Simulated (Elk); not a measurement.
## Bands of YCrCu4 in the lowest magnetic state tried

How do the spin channels of YCrCu4 fill?

Program: Elk 11.2.3 (patched build). Level of theory: Wu-Cohen GGA; all-electron APW+lo, Dirac cores, scalar-relativistic bands. Results are calculated unless marked as measured.

### 1. Starting point

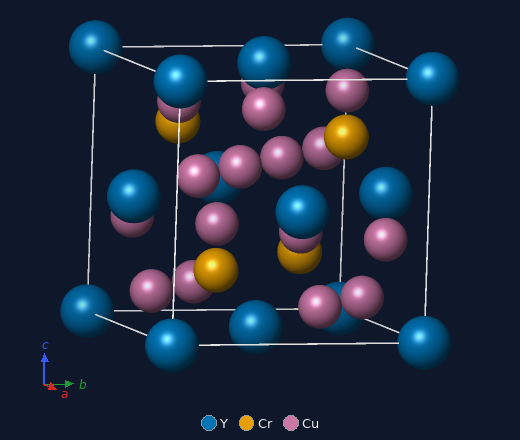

The cell as given, slightly off an axis (yttrium blue, chromium orange, copper pink). This picture shows the conventional cell, with its axes. Some periodic images of atoms are drawn too.

The cell is a made-up one and need not be a known phase.

### 2. Ground-state run

Bands and densities of states are read from a converged potential, so the magnetic state comes first.

This is the lowest of the starts that converged (ferro +).

Moments are seeded by fields in the spheres (the last three columns under atoms), set against the wanted direction and reduced each loop.

Contents of elk.in:

```
tasks
  0

xctype
  100 118 130

rgkmax
  7.0

nempty
  12

swidth
  0.001

reducebf
  0.5

epsengy
  1e-05

maxscl
  100

lmaxi
  2

mixtype
  3

mixsdb
  8

spinpol
  .true.

sppath
  './'

avec
  0.00000000000 6.69762402268 6.69762402268
  6.69762402268 0.00000000000 6.69762402268
  6.69762402268 6.69762402268 0.00000000000

atoms
  3
  'Y.in'
  1
  0.0000000000 0.0000000000 0.0000000000   0.000000 0.000000 0.000000
  'Cr.in'
  1
  0.2500000000 0.2500000000 0.2500000000   0.000000 0.000000 -0.075000
  'Cu.in'
  4
  0.6242243300 0.6242243300 0.1273270000   0.000000 0.000000 0.000000
  0.6242243300 0.1273270000 0.6242243300   0.000000 0.000000 0.000000
  0.1273270000 0.6242243300 0.6242243300   0.000000 0.000000 0.000000
  0.6242243300 0.6242243300 0.6242243300   0.000000 0.000000 0.000000

ngridk
  6 6 6
```

On the command line:

```sh
$ OMP_NUM_THREADS=4 elk
```

Numbers of over 12 decimals in the logs are rounded to 6 here.

Log:

```text
Warning(gndstate): core states of species 3 leak from the muffin-tin :   0.2381448251E-03

--- INFO.OUT ---
┌─────────────────────────┐
│ Elk code version 11.2.3 │
└─────────────────────────┘

All units are atomic (Hartree, Bohr, etc.)

┌─────────────────────────────────────────────────┐
│ Ground-state run starting from atomic densities │
└─────────────────────────────────────────────────┘

Lattice vectors :
   0.000000000       6.697624023       6.697624023
   6.697624023       0.000000000       6.697624023
   6.697624023       6.697624023       0.000000000

Species : 1 (Y)
 parameters loaded from : Y.in
 name : yttrium
 nuclear charge    :   -39.00000000
 electronic charge :    39.00000000
 atomic mass :    162065.4503
 muffin-tin radius :    2.600000000
 number of radial points in muffin-tin :   1193
 inner part over the whole radius :   0.9871815862E-02
 number on inner part of muffin-tin    :    847
 approximate nuclear radius :   0.8135895711E-04
 number of mesh points to nuclear radius :    416
 atomic positions (lattice), magnetic fields (Cartesian) :
  1 :   0.00000000  0.00000000  0.00000000    0.00000000  0.00000000  0.00000000

Species : 2 (Cr)
 parameters loaded from : Cr.in
 name : chromium
 nuclear charge    :   -24.00000000
 electronic charge :    24.00000000
 atomic mass :    94783.09202
 muffin-tin radius :    2.400000000
 number of radial points in muffin-tin :    993
 inner part over the whole radius :   0.9857795597E-02
 number on inner part of muffin-tin    :    699
 approximate nuclear radius :   0.6987106690E-04
 number of mesh points to nuclear radius :    328
 atomic positions (lattice), magnetic fields (Cartesian) :
  1 :   0.25000000  0.25000000  0.25000000    0.00000000  0.00000000 -0.07500000

Species : 3 (Cu)
 parameters loaded from : Cu.in
 name : copper
 nuclear charge    :   -29.00000000
 electronic charge :    29.00000000
 atomic mass :    115837.2717
 muffin-tin radius :    2.328273638
 number of radial points in muffin-tin :    993
 inner part over the whole radius :   0.9981837870E-02
 number on inner part of muffin-tin    :    701
 approximate nuclear radius :   0.7406004541E-04
 number of mesh points to nuclear radius :    337
 atomic positions (lattice), magnetic fields (Cartesian) :
  1 :   0.62422433  0.62422433  0.12732700    0.00000000  0.00000000  0.00000000
  2 :   0.62422433  0.12732700  0.62422433    0.00000000  0.00000000  0.00000000
  3 :   0.12732700  0.62422433  0.62422433    0.00000000  0.00000000  0.00000000
  4 :   0.62422433  0.62422433  0.62422433    0.00000000  0.00000000  0.00000000

Total number of atoms per unit cell :    6
Total muffin-tin volume :    342.9989365
 ratio of muffin-tin to unit cell volume :   0.5708217132

Spin treatment :
 spin-polarised
 global magnetic field (Cartesian) :    0.000000000       0.000000000       0.000000000
 collinear magnetisation in z-direction

Number of Bravais lattice symmetries :   48
Number of crystal symmetries         :   24
Crystal has no inversion symmetry
Complex Hermitian eigensolver will be used

k-point grid :      6     6     6
k-point offset :    0.000000000       0.000000000       0.000000000
k-point set is reduced with full crystal symmetry group
Total number of k-points :       22

Muffin-tin radius times maximum |G+k| :    7.000000000
 using average radius
Maximum |G+k| for APW functions       :    2.934375921
Maximum (1/2)|G+k|²                   :    4.305281022
Maximum |G| for potential and density :    12.00000000
Constant for pseudocharge density :    8
 order of it for each species :   15  15  15
 order of it for pair densities of each species (exact exchange by exxq0 0: 15) :   12  10   9
Radial integration step length :    1

G-vector grid sizes :     40    40    40
Number of G-vectors :    17477

Maximum angular momentum used for
 APW functions            :    8
 outer part of muffin-tin :    6
 inner part of muffin-tin :    2

Number of empty states         :     72
Total number of valence states :    238
Total number of core states    :     86

Third-order local-orbitals added for an l without core states : T
Total number of local-orbitals :    124

Using Libxc version 7.0.0
Exchange-correlation functional :    100   118   130
 gga_x_wc; gga_c_pbe
 gradient requirement :    2
 generalised gradient approximation (GGA)

Smearing type :    3
 Fermi-Dirac
Smearing width :   0.1000000000E-02
Effective electronic temperature (K) :    315.7750248

Mixing type :    3
 Broyden mixing, J. Phys. A: Math. Gen. 17, L317 (1984)

Kohn-Sham potential initialised from atomic data

┌──────────────────────────────┐
│ Self-consistent loop started │
└──────────────────────────────┘

┌─────────────────┐
│ Loop number : 1 │
└─────────────────┘

Energies :
 Fermi                       :     0.217159
 sum of occupied eigenvalues :     -6405.4102081020
 electron kinetic            :      11233.513611337
 core electron kinetic       :      10389.907768251
 Coulomb                     :     -21864.979701480
 Coulomb potential           :     -17165.861942443
 nuclear-nuclear             :     -1665.1351433861
 electron-nuclear            :     -23286.944111157
 Hartree                     :      3087.0995530630
 Madelung                    :     -13282.048730258
 xc potential                :     -472.97485849396
 xc effective B-field        :    -0.90646097116085E-01
 external B-field            :      0.000000
 exchange                    :     -412.64245608305
 correlation                 :     -8.630730
 electron entropic           :    -0.84951108319947E-03
 total energy                :     -11052.740125330
 (external B-field energy excluded from total)

Density of states at Fermi energy :    263.1158323
 (states/Hartree/unit cell)

Estimated indirect band gap :   0.6712376014E-03
 from k-point 18 to k-point 5
Estimated direct band gap   :   0.1220572560E-02
 at k-point 18

Charges :
 core                        :    86.00000000
 valence                     :    93.00000000
 interstitial                :    9.142009619
 muffin-tins (core leakage)
  species : 1 (Y)
   atom 1                    :    37.90427875     (  0.9029631233E-05)
  species : 2 (Cr)
   atom 1                    :    21.55509713     ( -0.2234875787E-06)
  species : 3 (Cu)
   atom 1                    :    27.59965363     (  0.2706343766E-03)
   atom 2                    :    27.59965363     (  0.2706343766E-03)
   atom 3                    :    27.59965363     (  0.2706343766E-03)
   atom 4                    :    27.59965363     (  0.2706343766E-03)
 total in muffin-tins        :    169.8579904
 total calculated charge     :    178.9982426
 total charge                :    179.0000000
 error                       :   0.1757354269E-02

Moments :
 interstitial                :   0.3798938744
 muffin-tins
  species : 1 (Y)
   atom 1                    :   0.1649980760
  species : 2 (Cr)
   atom 1                    :    2.081982045
  species : 3 (Cu)
   atom 1                    :   0.2020344403
   atom 2                    :   0.2020344403
   atom 3                    :   0.2020344403
   atom 4                    :   0.2020344403
 total in muffin-tins        :    3.055117883
 total moment                :    3.435011757

[... earlier loops left out ...]

┌──────────────────┐
│ Loop number : 25 │
└──────────────────┘

Energies :
 Fermi                       :     0.262418
 sum of occupied eigenvalues :     -6400.8660484198
 electron kinetic            :      11286.254495423
 core electron kinetic       :      10388.930225030
 Coulomb                     :     -21913.872439378
 Coulomb potential           :     -17130.047433414
 nuclear-nuclear             :     -1665.1351433861
 electron-nuclear            :     -23420.852844182
 Hartree                     :      3172.1155481903
 Madelung                    :     -13348.848722671
 xc potential                :     -556.82553030162
 xc effective B-field        :    -0.247580
 external B-field            :      0.000000
 exchange                    :     -417.80931456944
 correlation                 :     -8.626881
 electron entropic           :    -0.62912420126817E-03
 total energy                :     -11054.054768924
 (external B-field energy excluded from total)

Density of states at Fermi energy :    198.4528141
 (states/Hartree/unit cell)

Estimated indirect band gap :   0.8042984504E-03
 from k-point 10 to k-point 14
Estimated direct band gap   :   0.1295867506E-02
 at k-point 4

Charges :
 core                        :    86.00000000
 valence                     :    93.00000000
 interstitial                :    6.978405364
 muffin-tins (core leakage)
  species : 1 (Y)
   atom 1                    :    36.92894987     (  0.8821663755E-05)
  species : 2 (Cr)
   atom 1                    :    22.51865533     ( -0.2234883762E-06)
  species : 3 (Cu)
   atom 1                    :    28.14349736     (  0.2381448251E-03)
   atom 2                    :    28.14349736     (  0.2381448251E-03)
   atom 3                    :    28.14349736     (  0.2381448251E-03)
   atom 4                    :    28.14349736     (  0.2381448251E-03)
 total in muffin-tins        :    172.0215946
 total calculated charge     :    178.9983134
 total charge                :    179.0000000
 error                       :   0.1686632367E-02

Moments :
 interstitial                :   0.5862465777
 muffin-tins
  species : 1 (Y)
   atom 1                    :   0.1162060255
  species : 2 (Cr)
   atom 1                    :    3.625117960
  species : 3 (Cu)
   atom 1                    :   0.7732091625E-01
   atom 2                    :   0.7732091625E-01
   atom 3                    :   0.7732091625E-01
   atom 4                    :   0.7732091625E-01
 total in muffin-tins        :    4.050607651
 total moment                :    4.636854228

┌──────────────────────────────┐
│ Self-consistent loop stopped │
└──────────────────────────────┘

Warning : core states of species 3 leak from the muffin-tin :   0.2381448251E-03

Wrote STATE.OUT
```

The job ended after 6 min (4 threads of Arm Neoverse V1, shared host; peak memory 0.55 GiB).

Spin moment in the muffin-tin sphere by atom:

```
atom  spin moment in the muffin-tin sphere (μB)
  Y1                                       0.12
 Cr2                                       3.63
 Cu3                                       0.08
 Cu4                                       0.08
 Cu5                                       0.08
 Cu6                                       0.08
```

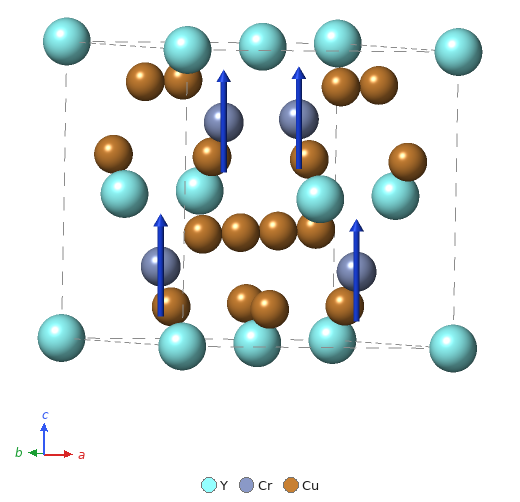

Spin moment in the muffin-tin sphere as arrows, the longest 3.63 μB. Up and down stand for the sign. Arrows give size and sign along the axis of quantisation, drawn up and down the page. Some periodic images of atoms are drawn too.

Numbers from this step:

| Item | Value |
| --- | --- |
| density of states at the Fermi level | 7.293 states/eV/cell |
| moment between the spheres | 0.5862 μB |
| magnetization | 4.637 μB |
| final state | ferromagnetic |

### 3. Bands and density of states

The potential is kept. Point names follow a standard table for this cell's lattice and can differ from other conventions. The density of states is interpolated from the levels on the mesh (so its value at the Fermi level can differ from the smeared one of the ground-state run), and the bands are solved anew along a path of special points.

Edit elk.in of step 2 so:

```diff
@@ -1,3 +1,7 @@
 tasks
-  0
+  10
+  20
+  15
+  33
+  73
 
@@ -51,3 +55,3 @@
   1
-  0.2500000000 0.2500000000 0.2500000000   0.000000 0.000000 -0.075000
+  0.2500000000 0.2500000000 0.2500000000   0.000000 0.000000 -0.000075
   'Cu.in'
@@ -61 +65,22 @@
   6 6 6
+
+wplot
+  300 60 1
+  -0.35000 0.25000
+
+plot1d
+  7 84
+  0.00000000 0.00000000 0.00000000
+  -0.50000000 -0.50000000 0.00000000
+  -0.37500000 -0.37500000 0.25000000
+  -0.37500000 0.00000000 0.37500000
+  0.00000000 0.00000000 0.00000000
+  0.00000000 0.00000000 0.50000000
+  -0.50000000 -0.25000000 0.25000000
+
+plot3d
+  0 0 0
+  1 0 0
+  0 1 0
+  0 0 1
+  26 26 26
```

On the command line:

```sh
$ OMP_NUM_THREADS=4 elk
```

Log:

```text
┌─────────────────────────────────┐
│ Elk code version 11.2.3 started │
└─────────────────────────────────┘

Info(readinput): the functional depends on the density's gradient
 muffin-tin radial points multiplied by    2.00000
 (not where nrmtscf is given)

┌───────────────────┐
│ Current task : 10 │
└───────────────────┘
Info(checkmt): changed muffin-tin radius of species 3 (Cu) from   2.4000 to   2.3283

Info(writedos):
 Total density of states written to TDOS.OUT

 Partial density of states written to PDOS_Sss_Aaaaa.OUT
 for all species and atoms

 Spin-quantisation axis :    0.000000000       0.000000000       1.000000000

 Eigenvalues of a random matrix symmetrised with the site
 symmetries in the Yₗₘ basis written to ELMIREP.OUT for all
 species and atoms. Degenerate eigenvalues correspond to
 irreducible representations of each site symmetry group

 Interstitial density of states written to IDOS.OUT

 Fermi energy is at zero in plots

 DOS units are states/Hartree/unit cell

┌───────────────────┐
│ Current task : 20 │
└───────────────────┘

Info(bandstr):
 Band structure plot written to BAND.OUT

 Fermi energy is at zero in plot

 Vertex location lines written to BANDLINES.OUT

┌───────────────────┐
│ Current task : 15 │
└───────────────────┘

Info(writelsj):
 muffin-tin L, S and J expectation values written to LSJ.OUT

┌───────────────────┐
│ Current task : 33 │
└───────────────────┘

Info(rhoplot): 3D density plot written to RHO3D.OUT

┌───────────────────┐
│ Current task : 73 │
└───────────────────┘

Info(vecplot):
 3D magnetisation density written to MAG3D.OUT

┌──────────────────┐
│ Elk code stopped │
└──────────────────┘
```

Run time: 2.2 min. Hardware: 4 threads; peak memory 0.84 GiB.

Electronic bands along the path, in eV, zero at the Fermi level; # counts the bands kept:

```
point  up #27  up #28  up #29  up #30  down #24  down #25  down #26  down #27
    Γ   -0.38   -0.38   -0.38   -0.16     -0.47     -0.47     -0.47     -0.16
    X   -0.93   -0.18   -0.08   -0.08     -0.35      0.14      0.14      1.63
    U   -1.00   -0.75    0.04    0.21     -0.33      0.06      1.19      1.37
    K   -1.00   -0.75    0.04    0.21     -0.33      0.06      1.19      1.37
    Γ   -0.38   -0.38   -0.38   -0.16     -0.47     -0.47     -0.47     -0.16
    L   -1.08   -0.01    0.02    0.02      0.06      0.06      0.70      0.70
    W   -1.01   -0.97   -0.50    1.25     -1.32      0.98      1.10      1.30
```

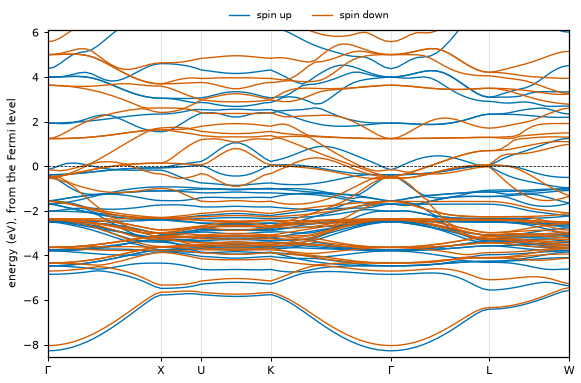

Electronic bands along the path; the two colours are the two spins.

The density of states has structure finer than the step of the table below, so its rows give means over 1 eV, whole bins alone (the curve runs from -9.52 to 6.75 eV). Peaks (eV: height): up -3.6: 13.2, -3.2: 9.95, -2.6: 14.0, -1.1: 12.3; down -3.9: 7.70, -3.5: 13.2, -2.4: 15.2, 1.4: 8.16; Y1 d up 2.2: 1.10, 2.4: 1.15, 2.9: 0.902, 3.3: 1.07; Y1 d down 1.4: 1.00, 3.4: 1.02, 4.0: 0.858, 4.6: 0.969; Cr2 d up -1.1: 7.53, -0.7: 1.39.

Density of states against energy, zero at the Fermi level; means over each step; 7 of 8 lines; values in states/eV/cell:

```
energy (eV)      up    down  Y1 d up  Y1 d down  Cr2 d up  Cr2 d down  Cu3 d up
         -9       0       0        0          0         0           0         0
         -8  0.0920  0.0490   5.5e-5     2.1e-5    5.2e-5           0    5.1e-4
         -7   0.410   0.350  0.00161    0.00118   0.00174      5.7e-4   0.00507
         -6   0.498   0.601  0.00604    0.00672   0.00655     0.00320    0.0112
         -5    1.59   0.984   0.0388     0.0229    0.0407      0.0104     0.150
         -4    6.60    5.62   0.0654     0.0642     0.165      0.0318      1.28
         -3    9.29    9.32   0.0895     0.0910     0.328      0.0623      1.92
         -2    4.59    5.12   0.0320     0.0242     0.384      0.0184     0.927
         -1    4.65    1.14    0.121     0.0572      2.60      0.0357     0.269
          0    1.73    2.01    0.151      0.190     0.344       0.214    0.0978
          1   0.555    3.19   0.0497      0.382    0.0942        1.21    0.0208
          2    1.76    1.58    0.486      0.118     0.295       0.863    0.0542
          3    1.80    1.76    0.640      0.447     0.166       0.697    0.0508
          4    1.43    1.99    0.409      0.519     0.143       0.740    0.0398
          5   0.136    1.30   0.0181      0.312   0.00108       0.391   0.00455
          6   0.835   0.358    0.219     0.0665    0.0193      0.0112    0.0262
```

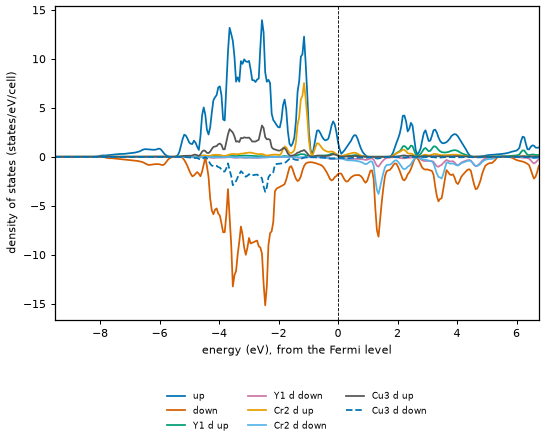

Density of states against energy. Down spins are drawn negative.

### 4. What came out

| Quantity | Value |
| --- | --- |
| state | ferromagnetic |
| largest moment | 3.63 μB |

What this shows: Right at the Fermi level (the table gives means over its steps) the density of states is 1.5 states/eV a cell for spin up and 1.8 for spin down. Within the window shown, the centres of the Cr2 d states of the two spins lie 3.1 eV apart, a rough measure of the splitting of the spins. The state is the lowest of the starts that converged; no opposed start was among them. These are Kohn–Sham levels without spin–orbit coupling.

[Logs and program files are shortened in this print: banners, set-up blocks, solver, clock and traceback lines can be left out without a mark of their own.]

[Logs are printed without paths, hosts, clocks, repeated set-up lines and the standing remarks that a program may print on its own settings, such as how far it seeks lower states.]

[Hosts, paths, dates, database ids (printed as entryN), source tags and the programs' standing remarks are cut or masked in the printed files.]

[Where a cell is said to come from a database of computed structures, the database is the Materials Project.]
